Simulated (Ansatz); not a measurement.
# Simulated XPS, UPS and emission spectra of HC2SClOF2

What would valence photoemission of HC2SClOF2 look like, and what sets its shape?

Calculated with Ansatz 0.2.0; DFT, LDA, plane-wave PAW, default files, scalar-relativistic, in the first sound run; inputs show where later runs differ.

**1. The starting structure**

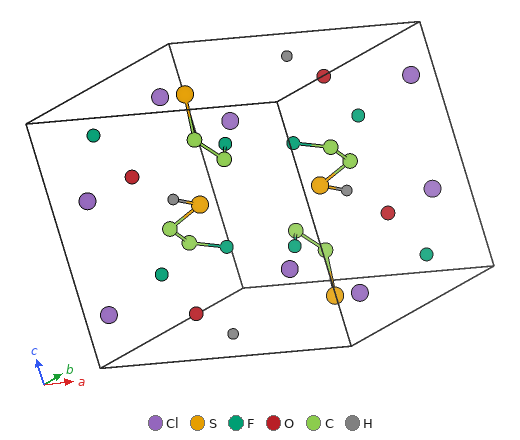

Start, viewed slightly off an axis; chlorine purple, sulfur orange, fluorine teal, oxygen red, carbon green, hydrogen grey. Bonds to atoms that aren't drawn are left out. Some periodic images of atoms are drawn too.

**2. The base run**

The base run gives the projected DOS, from which the spectra are built. The DOS is taken on a denser mesh than the density.

input.yaml

```yaml
crystal:
  lattice:
    - [9.192612, -3.088957, 0.0]
    - [9.192612, 3.088957, 0.0]
    - [-4.343744, 0.0, 10.543418]
  atoms:
    - { symbol: Cl, position: [0.146416, 0.001561, 0.670155] }
    - { symbol: Cl, position: [0.998439, 0.853584, 0.829845] }
    - { symbol: Cl, position: [0.853584, 0.998439, 0.329845] }
    - { symbol: Cl, position: [0.001561, 0.146416, 0.170155] }
    - { symbol: S, position: [0.728884, 0.52407, 0.510659] }
    - { symbol: S, position: [0.47593, 0.271116, 0.989341] }
    - { symbol: S, position: [0.271116, 0.47593, 0.489341] }
    - { symbol: S, position: [0.52407, 0.728884, 0.010659] }
    - { symbol: F, position: [0.037397, 0.325041, 0.842635] }
    - { symbol: F, position: [0.674959, 0.962603, 0.657365] }
    - { symbol: F, position: [0.962603, 0.674959, 0.157365] }
    - { symbol: F, position: [0.325041, 0.037397, 0.342635] }
    - { symbol: F, position: [0.744978, 0.415542, 0.717818] }
    - { symbol: F, position: [0.584458, 0.255022, 0.782182] }
    - { symbol: F, position: [0.255022, 0.584458, 0.282182] }
    - { symbol: F, position: [0.415542, 0.744978, 0.217818] }
    - { symbol: O, position: [0.113275, 0.363372, 0.653538] }
    - { symbol: O, position: [0.636628, 0.886725, 0.846462] }
    - { symbol: O, position: [0.886725, 0.636628, 0.346462] }
    - { symbol: O, position: [0.363372, 0.113275, 0.153538] }
    - { symbol: C, position: [0.962619, 0.29674, 0.720546] }
    - { symbol: C, position: [0.70326, 0.037381, 0.779454] }
    - { symbol: C, position: [0.037381, 0.70326, 0.279454] }
    - { symbol: C, position: [0.29674, 0.962619, 0.220546] }
    - { symbol: C, position: [0.960515, 0.390557, 0.633236] }
    - { symbol: C, position: [0.609443, 0.039485, 0.866764] }
    - { symbol: C, position: [0.039485, 0.609443, 0.366764] }
    - { symbol: C, position: [0.390557, 0.960515, 0.133236] }
    - { symbol: H, position: [0.790174, 0.579957, 0.465775] }
    - { symbol: H, position: [0.420043, 0.209826, 0.034225] }
    - { symbol: H, position: [0.209826, 0.420043, 0.534225] }
    - { symbol: H, position: [0.579957, 0.790174, 0.965775] }
kpoints:
  mp_grid: { grid: [4, 4, 2] }
  band_path:
    path:
      - [[0.0, 0.0, 0.0], [-0.28302, 0.28302, 0.0]]
      - [[-0.71698, -0.28302, 0.0], [-0.5, -0.5, 0.0], [0.0, 0.0, 0.0], [-0.5, -0.5, 0.5], [-0.73726, -0.26274, 0.5]]
      - [[-0.26274, 0.26274, 0.5], [0.0, 0.0, 0.5], [0.0, 0.0, 0.0]]
      - [[-0.5, 0.0, 0.5], [0.0, 0.0, 0.0], [-0.5, 0.0, 0.0]]
    npoints: 6
scf:
  occupations: { method: fermi_dirac, width: 0.02 }
  n_extra_bands: 40
hamiltonian:
  xc: lda
  pseudopotentials: { kind: paw }
output:
  forces: true
  stress: true
  dos:
    projected:
      site_lists:
        Cl1: [0, 1, 2, 3]
        S5: [4, 5, 6, 7]
        F9: [8, 9, 10, 11]
        F13: [12, 13, 14, 15]
        O17: [16, 17, 18, 19]
        C21: [20, 21, 22, 23]
        C25: [24, 25, 26, 27]
        H29: [28, 29, 30, 31]
    de: 0.05
    e_range: [-30, 12]
    nscf_kmesh: { grid: [6, 6, 4] }
  fatbands: true
```

Command:

```console
> ansatz run input.yaml --threads 4 --pin off --max-ram 8192MiB --backend cpu --events-out ev --progress --plain --runs-dir out
```

Numbers of over 12 decimals in the logs are rounded to 6 here.

The program printed:

```text
scf.n_extra_bands = 40 over 84 filled bands (N_el = 168.0): the run solves 124 bands
Engine: ansatz 0.2.0, aarch64-unknown-linux-gnu
Pseudopotentials: kind: paw
Pseudopotential: Cl, paw, valence charge 7, recommended cutoff 420 eV (normal), Cl.paw.azcp
Pseudopotential: S, paw, valence charge 6, recommended cutoff 420 eV (normal), S.paw.azcp
Pseudopotential: F, paw, valence charge 7, recommended cutoff 420 eV (normal), F.paw.azcp
Pseudopotential: O, paw, valence charge 6, recommended cutoff 420 eV (normal), O.paw.azcp
Pseudopotential: C, paw, valence charge 4, recommended cutoff 420 eV (normal), C.paw.azcp
Pseudopotential: H, paw, valence charge 1, recommended cutoff 420 eV (normal), H.paw.azcp
Functional definition: SPW92
  exchange = slater_x
  correlation = pw_c
Crystal: 32 atoms, lattice volume = 598.773 Å³
Basis set: ecut = 420 eV, 11701 PW (Γ)
Bands: 124, of which v1, the nominal top of the filled ones, is band 84 counted from 1 (83 counted from 0)
Symmetry: 4 space group operations
Space group: C2/c (ITA 15), of the structure as read, at distance tolerance 8.4e-5 Å
k-points: 14 of 32
Non-local potential: Cl, projectors of the file, l = 0: 2, l = 1: 2, l = 2: 2
Non-local potential: S, projectors of the file, l = 0: 2, l = 1: 2, l = 2: 2
Non-local potential: F, projectors of the file, l = 0: 2, l = 1: 2, l = 2: 1
Non-local potential: O, projectors of the file, l = 0: 2, l = 1: 2, l = 2: 1
Non-local potential: C, projectors of the file, l = 0: 2, l = 1: 2, l = 2: 1
Non-local potential: H, projectors of the file, l = 0: 2, l = 1: 1
PAW form: soft (Blöchl's): semilocal exchange-correlation on the pseudo side does not see the compensation charge
PAW frozen core: Cl, regenerated for the run's functional, and the local potential with it (the file was generated under x = pbe(κ = 0.804, μ = 0.219515), c = pbe(β = 0.066725))
PAW frozen core: S, regenerated for the run's functional, and the local potential with it (the file was generated under x = pbe(κ = 0.804, μ = 0.219515), c = pbe(β = 0.066725))
PAW frozen core: F, regenerated for the run's functional, and the local potential with it (the file was generated under x = pbe(κ = 0.804, μ = 0.219515), c = pbe(β = 0.066725))
PAW frozen core: O, regenerated for the run's functional, and the local potential with it (the file was generated under x = pbe(κ = 0.804, μ = 0.219515), c = pbe(β = 0.066725))
PAW frozen core: C, regenerated for the run's functional, and the local potential with it (the file was generated under x = pbe(κ = 0.804, μ = 0.219515), c = pbe(β = 0.066725))
PAW one-centre angular grid: Cl, 110 points (default); XC on 64 Gauss nodes
PAW one-centre angular grid: S, 110 points (default); XC on 64 Gauss nodes
PAW one-centre angular grid: F, 110 points (default); XC on 64 Gauss nodes
PAW one-centre angular grid: O, 110 points (default); XC on 64 Gauss nodes
PAW one-centre angular grid: C, 110 points (default); XC on 64 Gauss nodes
PAW one-centre angular grid: H, 110 points (default); XC on 64 Gauss nodes
Initial density: superposition of atomic densities (neutral atoms: chi_scale 0, normalization atom), corrected by the library's trained network
Initial wavefunctions: pseudopotential atomic-orbital guess
Functional: x = slater, c = lda
SCF iter   1: F=—  HF=-18221.613447 eV  |F-HF|=—  |Δ(HF+E_count)|=         —  Δρ=9.16e-3  dr2=3.34e-1  ethr=1.77e-3  ⟨swp⟩=6.0  Hψ=7731  notcnv=0  defer=141
preconditioner: auto → Resta (q_TF=auto, 2.207 Å⁻¹)  ε∞=2.9  [insulator: Δε(μ)=3.572 eV  Ē_g=13.732 eV  σ=0.020 eV  W_gap=1.00  n_scr=112 (ndim 8)  ℏωp=18.7 eV  f_vac=0.254  D(μ)=0.00/eV (n_scr^D=0)  ε∞_Penn≈2.9]
SCF iter   2: F=—  HF=-18221.530498 eV  |F-HF|=—  |Δ(HF+E_count)|=   8.29e-2  Δρ=4.05e-3  dr2=6.65e-2  ethr=1.99e-4  ⟨swp⟩=2.0  Hψ=2872  notcnv=0  defer=504
SCF iter   3: F=—  HF=-18221.518002 eV  |F-HF|=—  |Δ(HF+E_count)|=   1.25e-2  Δρ=1.99e-3  dr2=1.72e-2  ethr=3.96e-5  ⟨swp⟩=2.0  Hψ=2352  notcnv=0  defer=504
SCF iter   4: F=—  HF=-18221.514918 eV  |F-HF|=—  |Δ(HF+E_count)|=   3.08e-3  Δρ=8.28e-4  dr2=3.41e-3  ethr=1.02e-5  ⟨swp⟩=2.0  Hψ=2352  notcnv=0  defer=504
SCF iter   5: F=—  HF=-18221.514329 eV  |F-HF|=—  |Δ(HF+E_count)|=   5.89e-4  Δρ=1.91e-4  dr2=2.21e-4  ethr=2.03e-6  ⟨swp⟩=2.0  Hψ=2072  notcnv=0  defer=504
SCF iter   6: F=—  HF=-18221.514442 eV  |F-HF|=—  |Δ(HF+E_count)|=   1.13e-4  Δρ=6.99e-5  dr2=3.95e-5  ethr=1.32e-7  ⟨swp⟩=2.0  Hψ=2176  notcnv=0  defer=504
SCF iter   7: F=—  HF=-18221.514390 eV  |F-HF|=—  |Δ(HF+E_count)|=   5.16e-5  Δρ=2.00e-5  dr2=3.06e-6  ethr=2.35e-8  ⟨swp⟩=2.0  Hψ=2128  notcnv=0  defer=504
SCF iter   8: F=—  HF=-18221.514394 eV  |F-HF|=—  |Δ(HF+E_count)|=   3.58e-6  Δρ=5.47e-6  dr2=2.87e-7  ethr=1.82e-9  ⟨swp⟩=2.4  Hψ=2313  notcnv=0  defer=504
SCF iter   9: F=-18221.514394 eV  HF=-18221.514394 eV  |F-HF|=5.87e-9  |Δ(HF+E_count)|=   3.14e-7  Δρ=2.42e-6  dr2=4.71e-8  ethr=5.95e-11  ⟨swp⟩=12.7  Hψ=9601  notcnv=0
SCF 1 converged in 9 iterations: F = -18221.514394 eV  dr2 = 4.71e-8
  greatest PAW one-centre occupation: 0.929 electrons in one spin orbital (limit 2), on the F atom at site 11 (counted from 0), in its partial waves of l = 0
NSCF: frozen V_eff on 58 k-points
NSCF: frozen V_eff on 47 k-points
SCF converged after 9 iterations
Free energy (F): -18221.514394 eV
Harris-Foulkes:  -18221.514394 eV  (|F-HF|=5.87e-9)
Internal energy: -18221.514394 eV  (E = F + TS)
E sigma→0 (E₀):  -18221.514394 eV
Fermi energy:    0.917095 eV
--- Per-component energies (eV) ---
  E_band       = -1495.258848
  E_kinetic    = 4137.357734
  E_local      = -14562.595176  (includes V_loc(G=0)·N_el)
  E_nonlocal   = 1273.044472
  E_hartree    = 5452.520893
  E_xc         = -2105.543741
  E_vxc        = -2493.604257  (∫ρ·V_xc dr)
  E_paw        = -7595.525860  (= ΣΔE_a)
  E_vpaw       = -754.531174  (= ΣTr[D̂ρ^β])
  E_aug_tail   = 0.022063  (compensation charges beyond the density's cutoff)
  E_ewald      = -4823.965896
  E_core_change = 3.171117  (= ΣΔE_core)
  E_smearing   = -0.000000  (= −TS)
  E_closure    = -0.000000  (closes the sum)
  Σ components = -18221.514394   (vs F -18221.514394, Δ=0.00e0)
--- Forces (eV/Å), atoms counted from 1 ---
  atom   1  Cl     0.19560783     0.34585197     0.12327171
  atom   2  Cl    -0.19560783     0.34585197    -0.12327171
  atom   3  Cl    -0.19560783    -0.34585197    -0.12327171
  atom   4  Cl     0.19560783    -0.34585197     0.12327171
  atom   5  S     -0.16579774    -0.15392332     0.44407290
  atom   6  S      0.16579774    -0.15392332    -0.44407290
  atom   7  S      0.16579774     0.15392332    -0.44407290
  atom   8  S     -0.16579774     0.15392332     0.44407290
  atom   9  F     -0.39017855     0.16323670    -1.23075938
  atom  10  F      0.39017855     0.16323670     1.23075938
  atom  11  F      0.39017855    -0.16323670     1.23075938
  atom  12  F     -0.39017855    -0.16323670    -1.23075938
  atom  13  F      0.83052141    -0.94871596     0.03093679
  atom  14  F     -0.83052141    -0.94871596    -0.03093679
  atom  15  F     -0.83052141     0.94871596    -0.03093679
  atom  16  F      0.83052141     0.94871596     0.03093679
  atom  17  O     -1.10817439     0.60460476    -0.26093850
  atom  18  O      1.10817439     0.60460476     0.26093850
  atom  19  O      1.10817439    -0.60460476     0.26093850
  atom  20  O     -1.10817439    -0.60460476    -0.26093850
  atom  21  C     -0.11790654     0.54441054     0.70101072
  atom  22  C      0.11790654     0.54441054    -0.70101072
  atom  23  C      0.11790654    -0.54441054    -0.70101072
  atom  24  C     -0.11790654    -0.54441054     0.70101072
  atom  25  C      0.80021098    -0.48087690     0.26434121
  atom  26  C     -0.80021098    -0.48087690    -0.26434121
  atom  27  C     -0.80021098     0.48087690    -0.26434121
  atom  28  C      0.80021098     0.48087690     0.26434121
  atom  29  H      0.31559180    -0.10413056    -0.21360445
  atom  30  H     -0.31559180    -0.10413056     0.21360445
  atom  31  H     -0.31559180     0.10413056     0.21360445
  atom  32  H      0.31559180     0.10413056    -0.21360445
  max |Σ_I F_I| component: 5.55e-16 eV/Å
--- Stress (GPa, compression-positive) ---
       -4.005725       0.000000      -0.480692
        0.000000      -3.227865       0.000000
       -0.480692       0.000000      -3.558221
  P = ⅓ Tr σ = -3.5973 GPa (-35.973 kbar)
--- Band table (eV; the first three rows and the last of 14) ---
  k-point 0: bands = [... 80 lower, -0.9740, -0.9723, -0.9385, -0.9329, 2.7158, 2.8634, 3.0546, 3.0636, ... 36 higher]
  k-point 1: bands = [... 80 lower, -0.9927, -0.9927, -0.9132, -0.9132, 2.7878, 2.7878, 3.0640, 3.0640, ... 36 higher]
  k-point 2: bands = [... 80 lower, -1.0247, -0.9532, -0.9478, -0.9061, 2.7226, 2.8548, 2.9989, 3.0486, ... 36 higher]
  k-point 13: bands = [... 80 lower, -0.9614, -0.9614, -0.9407, -0.9407, 2.8707, 2.8707, 2.9492, 2.9492, ... 36 higher]
```

Elapsed: 2.9 min, on 4 threads of Arm Neoverse V2, shared host; peak memory 2.9 GiB.

In the SCF lines HF is the Harris–Foulkes energy and dr2 the Hartree energy of the density residual, in eV; the loop may stop once dr2 is under the threshold and the program's other checks hold. Hψ counts applications of the Hamiltonian.

Numbers from this step:

```yaml
free_energy: -18221.5144 eV
fermi_energy: 0.9171 eV
symmetry_operations: 4
pressure: -3.597 GPa
gap_on_the_k_mesh: 3.606 eV
zero_of_energy: valence-band maximum
share_of_occupied_states_in_no_projected_shell: 0.0085 of the occupied states in the window
gap_on_the_path: 3.605 eV
least_direct_gap_on_the_path: 3.620 eV
valence_top_on_path: 0 eV
```

The electronic bands at the labelled points (eV, zero at the valence-band maximum; v1 is the highest filled band, c1 the lowest empty one):

```csv
point,v4,v3,v2,v1,c1,c2,c3,c4
Γ,-0.08,-0.08,-0.05,-0.04,3.61,3.75,3.94,3.95
C,-0.11,-0.10,-0.05,-0.03,3.63,3.73,3.84,3.88
jump to C2,-0.11,-0.10,-0.05,-0.03,3.63,3.73,3.84,3.88
Y2,-0.15,-0.06,-0.04,0.00,3.70,3.82,3.84,3.85
Γ,-0.08,-0.08,-0.05,-0.04,3.61,3.75,3.94,3.95
M2,-0.07,-0.07,-0.05,-0.05,3.76,3.76,3.84,3.84
D,-0.10,-0.10,-0.06,-0.06,3.68,3.68,3.87,3.87
jump to D2,-0.10,-0.10,-0.06,-0.06,3.68,3.68,3.87,3.87
A,-0.10,-0.10,-0.02,-0.02,3.68,3.68,3.95,3.95
Γ,-0.08,-0.08,-0.05,-0.04,3.61,3.75,3.94,3.95
jump to L2,-0.12,-0.07,-0.07,-0.06,3.64,3.74,3.79,3.92
Γ,-0.08,-0.08,-0.05,-0.04,3.61,3.75,3.94,3.95
V2,-0.13,-0.11,-0.04,-0.02,3.62,3.77,3.77,3.92
```

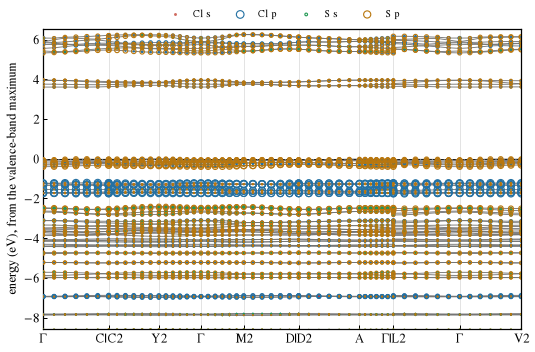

Electronic bands along the path; dots are coloured as in the legend, and their area grows with the weight.

The DOS has structure finer than the step of the table below, so its rows give means over 2.5 eV, whole bins alone (the curve runs from -26.9 to 9.88 eV). Peaks (eV: height): total -25.42: 80, -23.82: 80, -15.42: 78.7, -13.22: 79.7; F 2p -7.82: 48.7, -4.42: 29.3, -4.12: 39.7, -3.52: 27.1; Cl 3p -6.92: 18.4, -1.72: 40.6, -1.32: 44.6, 5.78: 6.47; O 2p -5.22: 14.1, -4.72: 11.5, -3.82: 10.8, -0.02: 22.7; S 3p -5.22: 7.23, -2.52: 11.2, -0.22: 29.3, 5.48: 7.08.

Table of DOS by E, zero at the valence-band maximum; means over each step; 7 of 12 lines; values in states/eV/cell:

```csv
E (eV),total,F 2p,Cl 3p,O 2p,S 3p,C 2p,C 2s
-25.0,5.87,0.179,0.0189,0.00228,0.00449,0.610,0.511
-22.5,0.528,0.00725,1.4e-4,7.8e-5,1.4e-4,0.0792,2.0e-5
-20.0,3.20,0.00194,0.00171,0.244,0.0283,0.462,0.640
-17.5,0,0,0,0,0,0,0
-15.0,3.20,0.0782,0.0799,8.9e-4,0.00441,0.484,0.347
-12.5,3.20,0.0333,0.00246,0.0112,0.0908,0.697,0.340
-10.0,3.79,0.939,0.0767,0.0469,0.0609,0.788,0.571
-7.5,9.01,4.31,0.847,0.109,0.147,2.10,0.210
-5.0,15.0,6.65,0.482,2.91,1.39,1.84,0.290
-2.5,15.9,4.78,5.42,1.57,1.90,1.07,0.0929
0.0,7.49,0.203,1.22,2.56,3.08,0.267,0.0851
2.5,1.21,0.0272,0.105,0.301,0.139,0.531,0.00529
5.0,8.39,0.225,0.944,0.646,1.49,1.96,0.801
7.5,11.4,0.730,0.215,0.146,0.654,2.53,0.568
```

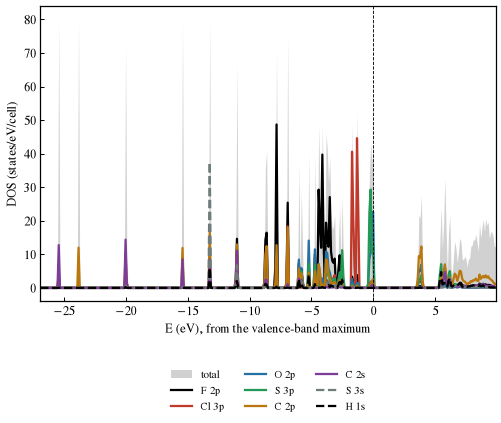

DOS against E.

Simulated valence spectra by photon energy, shown to 13 eV, since a deeper line would dwarf them at some energies; the 100 % can be that line's tail at the edge; this run's widths, added to any smearing of the DOS itself: Gaussian 0.1 eV, Lorentzian 0.2 eV. Table of intensity by binding energy, zero at the valence-band maximum; values in % of the maximum within 13 eV:

```csv
binding energy (eV),21.2 eV,150 eV,1486.7 eV,5950 eV,8047.8 eV
-1,1.64,1.38,1.17,0.480,0.398
0,62.4,49.2,33.5,11.6,9.14
1,17.4,12.2,15.5,6.16,4.92
2,15.6,11.7,13.9,5.98,4.94
3,27.4,27.3,19.1,9.76,8.77
4,70.6,80.7,33.8,12.0,9.98
5,16.9,16.4,11.4,5.99,5.35
6,35.9,34.1,31.2,20.8,19.6
7,46.3,42.0,50.3,43.1,42.6
8,-,31.3,21.0,12.4,11.4
9,-,8.34,7.51,5.34,5.07
10,-,1.55,2.19,1.99,1.97
11,-,47.3,94.5,94.5,94.5
12,-,1.27,2.84,2.99,3.01
```

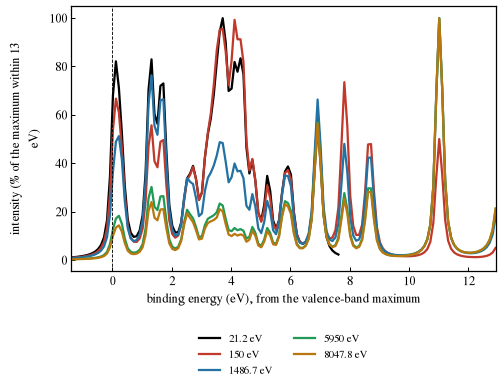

Intensity against binding energy.

Maxima picked by a test of local sharpness, so broad peaks and shoulders can be missing; peaks within 0.45 eV of a curve's cut are left out. Valence peaks, by row, the first 40 of 67 rows:

```csv
photon energy (eV),binding energy (eV),height (% of the maximum within 13 eV),main shell,its share (%)
21.2,6.942,61.98,F 2p,33.34
21.2,5.942,39.34,O 2p,33.33
21.2,5.242,36.48,O 2p,46.22
21.2,4.742,42.11,O 2p,35.82
21.2,4.342,86.18,F 2p,58.02
21.2,4.142,82.42,F 2p,69.85
21.2,3.692,100,F 2p,42.25
21.2,2.742,39.18,F 2p,39.74
21.2,1.692,77.14,Cl 3p,85.26
21.2,1.292,86.43,Cl 3p,86.9
21.2,0.092,83.18,O 2p,60.84
150,25.44,87.68,F 2s,84.16
150,23.84,89.5,F 2s,95.94
150,19.99,65.78,O 2s,72.63
150,15.39,45.3,Cl 3s,64.14
150,11.04,50.05,F 2p,37.9
150,8.692,51.49,F 2p,64.92
150,7.842,75.5,F 2p,82.43
150,6.942,55.46,F 2p,56.67
150,4.342,93.15,F 2p,78.86
150,4.142,100,F 2p,84.56
150,3.692,96.24,F 2p,64.49
150,1.692,52.33,Cl 3p,77.48
150,1.292,57.92,Cl 3p,79.95
150,0.092,66.74,O 2p,51.93
1487,25.44,240.2,F 2s,94.01
1487,23.84,263.8,F 2s,99.61
1487,19.99,131.8,O 2s,84.98
1487,15.39,196.5,Cl 3s,86.82
1487,13.19,125,S 3s,77.2
1487,11.04,100,Cl 3s,31.69
1487,8.692,45.52,F 2s,33.53
1487,7.842,49.24,F 2s,51.64
1487,6.942,66.96,Cl 3s,49.4
1487,4.142,40.04,F 2p,62.46
1487,3.642,49.67,F 2p,37.94
1487,1.692,70.36,Cl 3p,91.82
1487,1.292,79.56,Cl 3p,92.73
1487,0.192,51.78,S 3p,71.49
5950,25.44,188.1,F 2s,95.31
```

The intensity has structure finer than the step of the table below, so its rows give means over 2.5 eV, whole bins alone (the curve runs from -26.9 to 1.38 eV). Peaks (eV: height): Cl K-beta -6.92: 18.2, -1.42: 99.5; Cl K-beta, E along x -1.42: 120; Cl K-beta, E along y -6.92: 37.2, -3.22: 30.2, -1.42: 47.7; Cl K-beta, E along z -1.52: 135; Cl L2,3 -15.42: 98.1, -11.02: 19.3, -6.92: 19.7.

Shapes are the site's partial DOS without matrix elements, which overweights lines from ligand s bands. The intensity by emission energy less the core level's binding energy, zero at the valence-band maximum; means over each step; 7 of 22 lines; values in % of the unpolarised maximum:

```csv
emission energy less the core level's binding energy (eV),Cl K-beta,"Cl K-beta, E along x","Cl K-beta, E along y","Cl K-beta, E along z","Cl L2,3",S K-beta,"S K-beta, E along x"
-25.0,0.200,0.117,0.371,0.112,0.100,0.105,0.0789
-22.5,0.0691,0.0653,0.0797,0.0624,0.0143,0.0895,0.0777
-20.0,0.0990,0.101,0.120,0.0757,0.0496,0.439,0.203
-17.5,0.174,0.152,0.256,0.113,0.218,0.154,0.139
-15.0,0.827,0.628,1.57,0.279,16.3,0.410,0.335
-12.5,0.496,0.481,0.739,0.267,1.36,1.46,1.33
-10.0,1.20,0.993,1.82,0.804,3.00,1.67,1.78
-7.5,7.57,4.96,14.4,3.31,3.41,4.11,2.64
-5.0,7.11,7.34,8.46,5.53,0.178,19.9,19.1
-2.5,41.9,43.4,30.2,52.0,0.125,26.0,56.9
0.0,19.9,24.8,10.2,24.7,0.0259,39.6,13.0
```

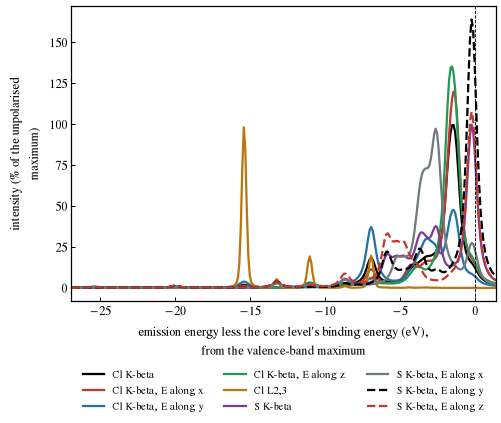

Intensity, plotted against emission energy less the core level's binding energy.

(Part 1 of 3 ends here.)

[Logs are printed without paths, hosts, clocks, repeated set-up lines and the standing remarks that a program may print on its own settings, such as how far it seeks lower states.]

[Hosts, paths, dates, database ids (printed as entryN), source tags and the programs' standing remarks are cut or masked in the printed files.]

[Maps of the electrostatic potential energy from Ansatz leave out the sawtooth potential of an applied field or a dipole correction, so their vacuum need not be flat; work functions include it.]

[Peak lists hold at most the 14 tallest peaks of each spectrum; further lines can be left out.]
